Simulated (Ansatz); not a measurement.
# Work function of Li(111): what the settings cost and change

Aim: the work function of Li(111) across levels of theory at one geometry.

Main program and level: Ansatz 0.2.0; plane-wave DFT, PBE, Ansatz PAW, in the first sound run; inputs show where later runs differ.

## (1) Starting point

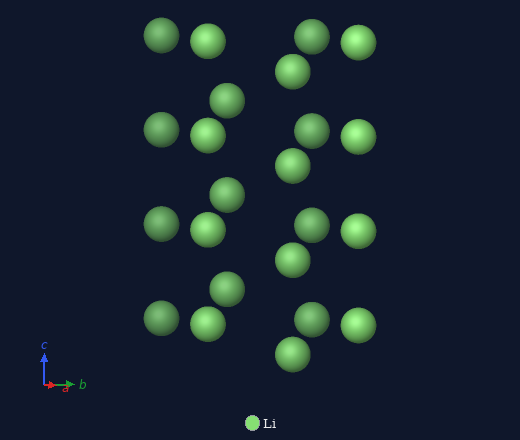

The cell as given, from the side, with the c axis up (lithium green). Some periodic images of atoms are drawn too.

The cell holds 11 atoms: 11 Li. Its edges and angles: a = 4.936 Å, b = 4.936 Å, c = 28.075 Å, α = 90.0°, β = 90.0°, γ = 60.0°. Vacuum lies along c.

## (2) Slab, setting PBE, Ansatz PAW (420 eV)

A work function rests on the faint tail of the density, so the SCF threshold is tight. PBE on the default files comes first; the next runs keep the geometry and change functional or files, each at the cutoff that its files recommend; a relaxation and, for heavy metals, spin-orbit coupling close the ladder.

File input.yaml:

```yaml
crystal:
  lattice:
    - [4.9356053327, 0.0, 0.0]
    - [2.4678026663, 4.2743596012, 0.0]
    - [0.0, 0.0, 28.0747621974]
  atoms:
    - { symbol: Li, position: [0.6666666667, 0.6666666667, 0.3205726174] }
    - { symbol: Li, position: [0.0, 0.0, 0.3564580939] }
    - { symbol: Li, position: [0.3333333333, 0.3333333333, 0.3923435704] }
    - { symbol: Li, position: [0.6666666667, 0.6666666667, 0.428229047] }
    - { symbol: Li, position: [0.0, 0.0, 0.4641145235] }
    - { symbol: Li, position: [0.3333333333, 0.3333333333, 0.5] }
    - { symbol: Li, position: [0.6666666667, 0.6666666667, 0.5358854765] }
    - { symbol: Li, position: [0.0, 0.0, 0.571770953] }
    - { symbol: Li, position: [0.3333333333, 0.3333333333, 0.6076564296] }
    - { symbol: Li, position: [0.6666666667, 0.6666666667, 0.6435419061] }
    - { symbol: Li, position: [0.0, 0.0, 0.6794273826] }
kpoints:
  mp_grid: { grid: [10, 10, 1] }
hamiltonian:
  xc: pbe
scf:
  occupations: { method: fermi_dirac, width: 0.1 }
  convergence: { dr2_threshold: 1.0e-09 }
efield:
  axis: 3
  dipole_correction: true
  ramp_position: 0.97
  ramp_width: 0.06
output:
  write_potential: true
  write_density: true
  volumetric_format: npy
  elf: true
```

Run with:

```sh
$ ansatz run input.yaml --threads 2 --pin off --max-ram 3072MiB --backend cpu --events-out ev --progress --plain --runs-dir out
```

Numbers of over 12 decimals in the logs are rounded to 6 here.

Output:

```text
Engine: ansatz 0.2.0, aarch64-unknown-linux-gnu
Pseudopotentials: kind: paw
Pseudopotential: Li, paw, valence charge 3, recommended cutoff 420 eV (normal), Li.paw.azcp
Functional definition: PBE
  parameter kappa = 0.804
  parameter beta = 0.066725
  exchange = pbe_x(kappa = kappa, mu = beta*pi^2/3)
  correlation = pbe_c(beta = beta)
Crystal: 11 atoms, lattice volume = 592.281 Å³
Basis set: ecut = 420 eV, 11595 PW (Γ)
Bands: 28, of which v1, the nominal top of the filled ones, is band 17 counted from 1 (16 counted from 0)
Symmetry: 6 space group operations
k-points: 14 of 100 (time reversal used)
Non-local potential: Li, projectors of the file, l = 0: 3, l = 1: 2, l = 2: 1
PAW form: soft (Blöchl's): semilocal exchange-correlation on the pseudo side does not see the compensation charge
PAW one-centre angular grid: Li, 110 points (default); XC on 64 Gauss nodes
Initial density: superposition of atomic densities (neutral atoms: chi_scale 0, normalization atom), corrected by the library's trained network
Initial wavefunctions: pseudopotential atomic-orbital guess
Functional: x = pbe(κ = 0.804, μ = 0.219515), c = pbe(β = 0.066725)
SCF iter   1: F=—  HF=-2250.192147 eV  |F-HF|=—  |Δ(HF+E_count)|=         —  Δρ=6.58e-4  dr2=6.57e-2  ethr=1.77e-3  p=-0.000 e·Å  D=-1.27e-15 V/Å  ΔV_dip=0.00 eV  dr2_dipole=3.06e-9  V_vac-E_F(+/−)=2.76/2.76 eV  ⟨swp⟩=12.8  Hψ=2807  notcnv=0
efield: sawtooth ramp at fractional position 0.9700 (set: `efield.ramp_position`, or a place that a band, a saddle search or an elastic batch's reference lends), width 0.0600; the density the first Hamiltonian is built on has a dipole p = -0.000 e·Å; the dipole correction subtracts the counter field D = -1.27e-15 V/Å, which shifts the + side's vacuum level by +0.00 eV against the − side's; the planar-averaged density in the ramp window peaks in size at 3.7e-7 e/Å³
preconditioner: auto → LDOS  [metal: Δε(μ)=0.062 eV  Ē_g=3.308 eV  σ=0.100 eV  W_gap=0.15  n_scr=56 (ndim 8)  ℏωp=5.1 eV  f_vac=0.499  D(μ)=5.04/eV (n_scr^D=10)  β→1.0]
SCF iter   2: F=—  HF=-2250.189916 eV  |F-HF|=—  |Δ(HF+E_count)|=   2.23e-3  Δρ=2.50e-4  dr2=2.72e-3  ethr=1.99e-4  p=-0.000 e·Å  D=-9.92e-7 V/Å  ΔV_dip=0.00 eV  dr2_dipole=3.79e-9  V_vac-E_F(+/−)=2.87/2.87 eV  ⟨swp⟩=2.0  Hψ=562  notcnv=0
SCF iter   3: F=—  HF=-2250.190175 eV  |F-HF|=—  |Δ(HF+E_count)|=   2.59e-4  Δρ=6.84e-5  dr2=8.09e-5  ethr=8.24e-6  p=-0.000 e·Å  D=-5.23e-7 V/Å  ΔV_dip=0.00 eV  dr2_dipole=6.72e-10  V_vac-E_F(+/−)=2.87/2.87 eV  ⟨swp⟩=1.6  Hψ=454  notcnv=0
SCF iter   4: F=—  HF=-2250.190229 eV  |F-HF|=—  |Δ(HF+E_count)|=   5.46e-5  Δρ=1.31e-5  dr2=4.38e-6  ethr=2.45e-7  p=-0.000 e·Å  D=-6.40e-8 V/Å  ΔV_dip=0.00 eV  dr2_dipole=3.04e-10  V_vac-E_F(+/−)=2.88/2.88 eV  ⟨swp⟩=2.0  Hψ=482  notcnv=0
SCF iter   5: F=—  HF=-2250.190234 eV  |F-HF|=—  |Δ(HF+E_count)|=   4.52e-6  Δρ=2.55e-6  dr2=1.14e-7  ethr=1.33e-8  p=0.000 e·Å  D=7.16e-8 V/Å  ΔV_dip=-0.00 eV  dr2_dipole=2.09e-11  V_vac-E_F(+/−)=2.89/2.89 eV  ⟨swp⟩=2.0  Hψ=475  notcnv=0
SCF iter   6: F=—  HF=-2250.190242 eV  |F-HF|=—  |Δ(HF+E_count)|=   8.52e-6  Δρ=4.47e-7  dr2=3.50e-9  ethr=3.44e-10  p=0.000 e·Å  D=8.84e-9 V/Å  ΔV_dip=-0.00 eV  dr2_dipole=9.80e-13  V_vac-E_F(+/−)=2.89/2.89 eV  ⟨swp⟩=2.0  Hψ=483  notcnv=0
SCF iter   7: F=-2250.190242 eV  HF=-2250.190242 eV  |F-HF|=8.23e-11  |Δ(HF+E_count)|=   4.22e-9  Δρ=9.20e-8  dr2=1.37e-10  ethr=3.03e-12  p=0.000 e·Å  D=2.04e-9 V/Å  ΔV_dip=-0.00 eV  dr2_dipole=8.14e-14  V_vac-E_F(+/−)=2.89/2.89 eV  ⟨swp⟩=10.6  Hψ=1316  notcnv=0
SCF 1 converged in 7 iterations: F = -2250.190242 eV  dr2 = 1.37e-10
  greatest PAW one-centre occupation: 1.000 electrons in one spin orbital (limit 2), on the Li atom at site 10 (counted from 0), in its partial waves of l = 0
WARN: The output density's exchange-correlation potential varies sharply where the density is thin. Do not read a vacuum level from v_tot or v_xc, or from such a field of the output density. On a cell that repeats whose density bears no net charge and no dipole along the vacuum's axis use v_es (v_loc + v_h of the components); under efield.dipole_correction with no amplitude use v_es + v_field, which holds any externa [...]
SCF converged after 7 iterations
Free energy (F): -2250.190242 eV
Harris-Foulkes:  -2250.190242 eV  (|F-HF|=8.23e-11)
Internal energy: -2250.015866 eV  (E = F + TS)
E sigma→0 (E₀):  -2250.103054 eV
Entropy (-TS):   -0.174377 eV (-15.852 meV/atom)
Fermi energy:    -1.311407 eV
Dipole field:    D = -0.000000 V/Å  (p = -0.000001 e·Å, saw-weighted, corrected)
Work function:   Φ+ = 2.8868 eV   Φ− = 2.8868 eV
Levels:          The Fermi level and band energies are counted from a zero that moves with the ramp; work functions are not
--- Per-component energies (eV) ---
  E_band       = -1088.364411
  E_kinetic    = 229.078888
  E_local      = -9469.002513  (includes V_loc(G=0)·N_el)
  E_nonlocal   = -366.093797
  E_hartree    = 4397.699602
  E_xc         = -107.936758
  E_vxc        = -138.853765  (∫ρ·V_xc dr)
  E_paw        = -230.958655  (= ΣΔE_a)
  E_vpaw       = -138.893125  (= ΣTr[D̂ρ^β])
  E_aug_tail   = 0.000159  (compensation charges beyond the density's cutoff)
  E_efield     = 0.000000  (sawtooth field / dipole correction)
  E_vefield    = 0.000000  (∫n·V_field dr)
  E_ewald      = 3297.197208
  E_smearing   = -0.174377  (= −TS)
  E_closure    = 0.000000  (closes the sum)
  Σ components = -2250.190242   (vs F -2250.190242, Δ=0.00e0)
--- Band table (eV; the first three rows and the last of 14) ---
  k-point 0: bands = [... 13 lower, -3.3451, -2.3352, -1.3030, -0.2089, 0.8853, 1.1098, 1.1098, 1.1968, ... 7 higher]
  k-point 1: bands = [... 13 lower, -3.2817, -2.2708, -1.2409, -0.1639, 0.2478, 0.4319, 0.7544, 0.9906, ... 7 higher]
  k-point 2: bands = [... 13 lower, -3.0916, -2.0789, -1.0634, -0.7110, -0.2676, -0.1307, 0.0485, 0.4664, ... 7 higher]
  k-point 13: bands = [... 13 lower, -2.3923, -2.3669, -1.9232, -1.8215, -1.6367, -1.0910, -0.9935, -0.6820, ... 7 higher]
```

Run time: 33 s. Hardware: 2 threads of Arm Neoverse N1, shared host; peak memory 0.71 GiB; 55 s of CPU time.

The column dr2 measures how far the density is from self-consistency, as an energy; F and HF (Harris–Foulkes) agree once it is small.

This step gave:

```yaml
energy_at_zero_smearing: -2250.1031 eV
work_function_upper_face: 2.887 eV
```

Running mean over 1.007 Å of the planar mean; the ramp of the sawtooth is left out. The electron's electrostatic potential energy less the Fermi level by z:

```
z (Å)  electron's electrostatic potential energy less the Fermi level (eV)
    4                                                                 2.89
    6                                                                 2.86
    8                                                                 1.85
   10                                                               -0.768
   12                                                               -0.607
   14                                                               -0.611
   16                                                               -0.605
   18                                                               -0.755
   20                                                                 1.71
   22                                                                 2.85
   24                                                                 2.89
```

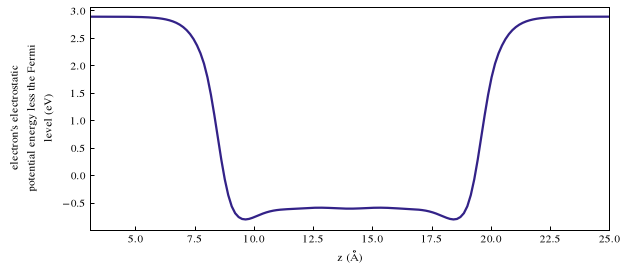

Electron's electrostatic potential energy less the Fermi level, plotted against z.

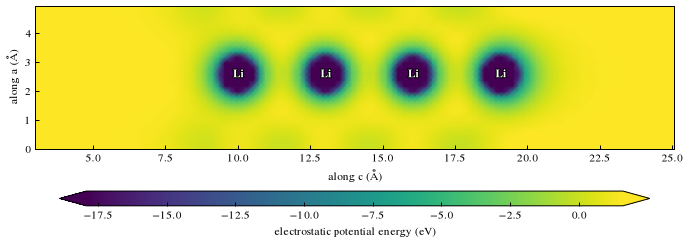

Electrostatic potential energy in the ca plane at fractional y = 0.000, with atoms of Li within 0.2 Å of it. With pseudopotentials it is smooth inside the atoms' cores, unlike the true potential. The map starts off the cell's origin, so that atoms lie inside it. The far vacuum is left out of the map.

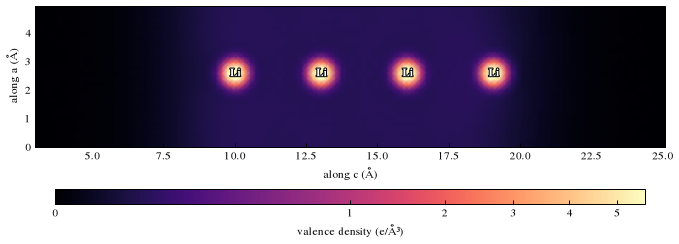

Valence density in the ca plane at fractional y = 0.000, with atoms of Li within 0.2 Å of it. It is the smooth field of the valence electrons, not physical close to the nuclei. The map starts off the cell's origin, so that atoms lie inside it. The colour scale is stretched toward low values. The far vacuum is left out of the map.

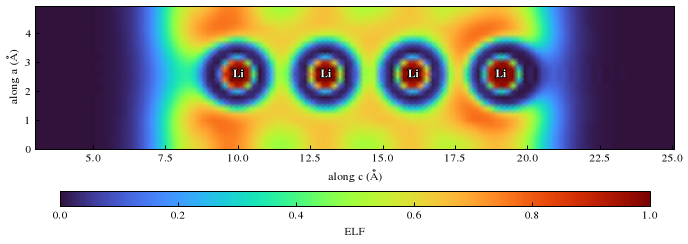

ELF in the ca plane at fractional y = 0.000, with atoms of Li within 0.2 Å of it. It is the smooth field of the valence electrons, not physical close to the nuclei. The map starts off the cell's origin, so that atoms lie inside it. The far vacuum is left out of the map.

The work function is 2.887 eV.

## (3) Run

This step: plane-wave DFT, LDA, Ansatz PAW (Ansatz 0.2.0).

Edit input.yaml of step 2 so:

```diff
@@ -20,3 +20,3 @@
 hamiltonian:
-  xc: pbe
+  xc: lda
 scf:
@@ -33,2 +33 @@
   volumetric_format: npy
-  elf: true
```

Output:

```text
[...]
Crystal: 11 atoms, lattice volume = 592.281 Å³
Basis set: ecut = 420 eV, 11595 PW (Γ)
Bands: 28, of which v1, the nominal top of the filled ones, is band 17 counted from 1 (16 counted from 0)
Symmetry: 6 space group operations
k-points: 14 of 100 (time reversal used)
[...]
k-point 1: bands = [... 13 lower, -3.3357, -2.3383, -1.3314, -0.2816, 0.1438, 0.3213, 0.6415, 0.8843, ... 7 higher]
  k-point 2: bands = [... 13 lower, -3.1484, -2.1488, -1.1557, -0.8019, -0.3709, -0.2396, -0.0645, 0.3516, ... 7 higher]
  k-point 13: bands = [... 13 lower, -2.4605, -2.4355, -2.0005, -1.8984, -1.7140, -1.1784, -1.0798, -0.7719, ... 7 higher]
[key lines of the parts left out:]
SCF converged after 7 iterations
Free energy (F): -2216.465577 eV
Fermi energy:    -1.397134 eV
Dipole field:    D = -0.000000 V/Å  (p = -0.000001 e·Å, saw-weighted, corrected)
Work function:   Φ+ = 2.9693 eV   Φ− = 2.9693 eV
```

Run time: 32 s. Hardware: 2 threads; peak memory 0.69 GiB.

The work function is 2.969 eV, +0.082 eV from the run “PBE, Ansatz PAW (420 eV)”, at 0.97 times its CPU time.

## (4) Slab

This step: plane-wave DFT, PBEsol, Ansatz PAW (Ansatz 0.2.0).

Edit input.yaml of step 3 so:

```diff
@@ -20,3 +20,3 @@
 hamiltonian:
-  xc: lda
+  xc: pbesol
 scf:
```

Output:

```text
[...]
Crystal: 11 atoms, lattice volume = 592.281 Å³
Basis set: ecut = 420 eV, 11595 PW (Γ)
Bands: 28, of which v1, the nominal top of the filled ones, is band 17 counted from 1 (16 counted from 0)
Symmetry: 6 space group operations
k-points: 14 of 100 (time reversal used)
[...]
k-point 1: bands = [... 13 lower, -3.2847, -2.2770, -1.2555, -0.1791, 0.2404, 0.4240, 0.7506, 1.0014, ... 7 higher]
  k-point 2: bands = [... 13 lower, -3.0947, -2.0850, -1.0778, -0.7180, -0.2771, -0.1391, 0.0377, 0.4615, ... 7 higher]
  k-point 13: bands = [... 13 lower, -2.3981, -2.3729, -1.9281, -1.8278, -1.6408, -1.0944, -1.0006, -0.6901, ... 7 higher]
[key lines of the parts left out:]
SCF converged after 7 iterations
Free energy (F): -2231.552924 eV
Fermi energy:    -1.318717 eV
Dipole field:    D = 0.000000 V/Å  (p = 0.000000 e·Å, saw-weighted, corrected)
Work function:   Φ+ = 2.9083 eV   Φ− = 2.9083 eV
```

Run time: 35 s. Hardware: 2 threads; peak memory 0.7 GiB; 55 s of CPU time.

The work function is 2.908 eV, +0.021 eV from the run “PBE, Ansatz PAW (420 eV)”, at 1.0 times its CPU time.

## (5) Run

This step: plane-wave DFT, RPBE, Ansatz PAW (Ansatz 0.2.0).

Edit input.yaml of step 4 so:

```diff
@@ -20,3 +20,3 @@
 hamiltonian:
-  xc: pbesol
+  xc: rpbe
 scf:
```

Output:

```text
[...]
Crystal: 11 atoms, lattice volume = 592.281 Å³
Basis set: ecut = 420 eV, 11595 PW (Γ)
Bands: 28, of which v1, the nominal top of the filled ones, is band 17 counted from 1 (16 counted from 0)
Symmetry: 6 space group operations
k-points: 14 of 100 (time reversal used)
[...]
k-point 1: bands = [... 13 lower, -3.2438, -2.2293, -1.1900, -0.1048, 0.3039, 0.4901, 0.8066, 1.0116, ... 7 higher]
  k-point 2: bands = [... 13 lower, -3.0527, -2.0366, -1.0121, -0.6597, -0.2114, -0.0733, 0.1070, 0.5267, ... 7 higher]
  k-point 13: bands = [... 13 lower, -2.3493, -2.3239, -1.8758, -1.7753, -1.5905, -1.0405, -0.9453, -0.6333, ... 7 higher]
[key lines of the parts left out:]
SCF converged after 7 iterations
Free energy (F): -2258.578483 eV
Fermi energy:    -1.262484 eV
Dipole field:    D = -0.000000 V/Å  (p = -0.000000 e·Å, saw-weighted, corrected)
Work function:   Φ+ = 2.8440 eV   Φ− = 2.8440 eV
```

Run time: 34 s. Hardware: 2 threads; peak memory 0.71 GiB; 55 s of CPU time.

The work function is 2.844 eV, -0.043 eV from the run “PBE, Ansatz PAW (420 eV)”, at 1.0 times its CPU time.

## (6) Slab

This step: plane-wave DFT, r2SCAN, Ansatz PAW (Ansatz 0.2.0).

Edit input.yaml of step 5 so:

```diff
@@ -20,3 +20,3 @@
 hamiltonian:
-  xc: rpbe
+  xc: r2scan
 scf:
```

Output:

```text
[...]
Crystal: 11 atoms, lattice volume = 592.281 Å³
Basis set: ecut = 500 eV, 14893 PW (Γ), exchange–correlation on 144×144×864 points (64 copies of the dense FFT grid, shifted against one another)
Bands: 28, of which v1, the nominal top of the filled ones, is band 17 counted from 1 (16 counted from 0)
Symmetry: 6 space group operations
[...]
k-point 1: bands = [... 13 lower, -3.4409, -2.3355, -1.2038, -0.0123, 0.4306, 0.6362, 0.9867, 1.2338, ... 7 higher]
  k-point 2: bands = [... 13 lower, -3.2308, -2.1228, -1.0080, -0.6180, -0.1311, 0.0281, 0.2237, 0.6882, ... 7 higher]
  k-point 13: bands = [... 13 lower, -2.4591, -2.4315, -1.9368, -1.8353, -1.6284, -1.0197, -0.9339, -0.5898, ... 7 higher]
[key lines of the parts left out:]
SCF converged after 8 iterations
Free energy (F): -2255.103491 eV
Fermi energy:    -1.269435 eV
Dipole field:    D = 0.000001 V/Å  (p = 0.000002 e·Å, saw-weighted, corrected)
Work function:   Φ+ = 2.8613 eV   Φ− = 2.8613 eV
```

Wall time 82 s (2 threads); peak memory 0.91 GiB.

The work function is 2.861 eV, -0.026 eV from the run “PBE, Ansatz PAW (420 eV)”, at 2.5 times its CPU time.

## (7) Slab

This step: plane-wave DFT, PBE, JTH PAW (Ansatz 0.2.0).

Edit input.yaml of step 6 so:

```diff
@@ -20,3 +20,4 @@
 hamiltonian:
-  xc: r2scan
+  xc: pbe
+  pseudopotentials: { kind: paw, source: jth }
 scf:
```

Output:

```text
[...]
k-point 1: bands = [... 13 lower, -3.2875, -2.2766, -1.2465, -0.1692, 0.2432, 0.4272, 0.7500, 0.9857, ... 7 higher]
  k-point 2: bands = [... 13 lower, -3.0974, -2.0847, -1.0690, -0.7163, -0.2728, -0.1362, 0.0433, 0.4615, ... 7 higher]
  k-point 13: bands = [... 13 lower, -2.3983, -2.3729, -1.9292, -1.8274, -1.6425, -1.0967, -0.9992, -0.6877, ... 7 higher]
[key lines of the parts left out:]
SCF converged after 11 iterations
Free energy (F): -2250.163247 eV
Fermi energy:    -1.317247 eV
Dipole field:    D = -0.000000 V/Å  (p = -0.000000 e·Å, saw-weighted, corrected)
Work function:   Φ+ = 2.8865 eV   Φ− = 2.8865 eV
```

Run time: 3.3 min. Hardware: 2 threads; peak memory 2.3 GiB.

The work function is 2.887 eV, -0.000 eV from the run “PBE, Ansatz PAW (420 eV)”, at 6.2 times its CPU time.

## (8) Run

This step: plane-wave DFT, PBE, norm-conserving (Ansatz 0.2.0).

Edit input.yaml of step 7 so:

```diff
@@ -21,3 +21,3 @@
   xc: pbe
-  pseudopotentials: { kind: paw, source: jth }
+  pseudopotentials: { kind: nc }
 scf:
```

Output:

```text
[...]
Crystal: 11 atoms, lattice volume = 592.281 Å³
Basis set: ecut = 1034.032677 eV, 44625 PW (Γ)
Bands: 28, of which v1, the nominal top of the filled ones, is band 17 counted from 1 (16 counted from 0)
Symmetry: 6 space group operations
k-points: 14 of 100 (time reversal used)
[...]
k-point 1: bands = [... 13 lower, -3.3116, -2.3009, -1.2712, -0.1945, 0.2173, 0.4014, 0.7238, 0.9600, ... 7 higher]
  k-point 2: bands = [... 13 lower, -3.1216, -2.1090, -1.0937, -0.7415, -0.2982, -0.1612, 0.0180, 0.4359, ... 7 higher]
  k-point 13: bands = [... 13 lower, -2.4224, -2.3970, -1.9537, -1.8517, -1.6670, -1.1215, -1.0239, -0.7124, ... 7 higher]
[key lines of the parts left out:]
SCF converged after 11 iterations
Free energy (F): -2164.276717 eV
Fermi energy:    -1.341789 eV
Dipole field:    D = 0.000000 V/Å  (p = 0.000001 e·Å, saw-weighted, corrected)
Work function:   Φ+ = 2.8863 eV   Φ− = 2.8863 eV
```

Elapsed: 2.5 min, on 2 threads; peak memory 1.8 GiB.

The work function is 2.886 eV, -0.001 eV from the run “PBE, Ansatz PAW (420 eV)”, at 4.8 times its CPU time.

(Continued in part 2 of 2.)

[Logs are printed without paths, hosts, clocks, repeated set-up lines and the standing remarks that a program may print on its own settings, such as how far it seeks lower states.]

[Hosts, paths, dates, database ids (printed as entryN), source tags and the programs' standing remarks are cut or masked in the printed files.]

[Maps of the electrostatic potential energy from Ansatz leave out the sawtooth potential of an applied field or a dipole correction, so their vacuum need not be flat; planar profiles and work functions include it.]
